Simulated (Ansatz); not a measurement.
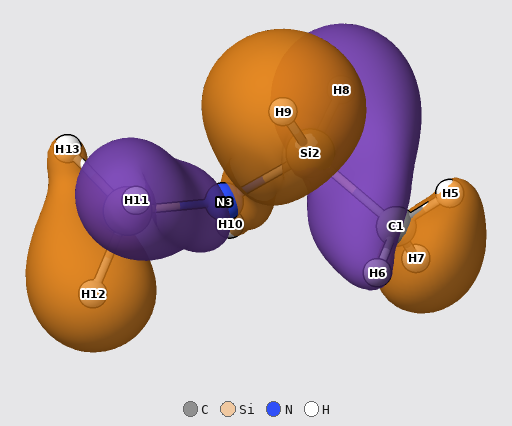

*CH9NSi2. The HOMO−1 at ±0.06 Å⁻³ᐟ² (orange and purple are the two phases), seen at a tilt.*

Geometry: PBE0-D4/def2-TZVP.

All numbers below come from Ansatz 0.2.0, RKS PBE0-D4/def2-TZVPP.

```xyz
13

C     0.5480    2.0056   -0.6814
Si   -0.4169    0.4183   -0.8516
N     0.3307   -0.9109   -0.0354
Si   -0.2547   -1.8026    1.3186
H     0.0488    2.8187   -1.2159
H     0.6447    2.2924    0.3684
H     1.5532    1.8997   -1.0982
H    -0.5654    0.1121   -2.3037
H    -1.7692    0.5668   -0.2509
H     1.1896   -1.2534   -0.4431
H    -1.2386   -0.9546    2.0378
H     0.8743   -2.1461    2.2260
H    -0.9241   -3.0807    0.9441
```

> Where does this orbital lie, and at what energy?

It lies mainly on Si2 (about 25 %), H9 (about 25 %), H8 (about 10 %), C1 (about 10 %), Si4 (about 10 %) and H12 (about 5 %). Its energy is −9.07 eV.
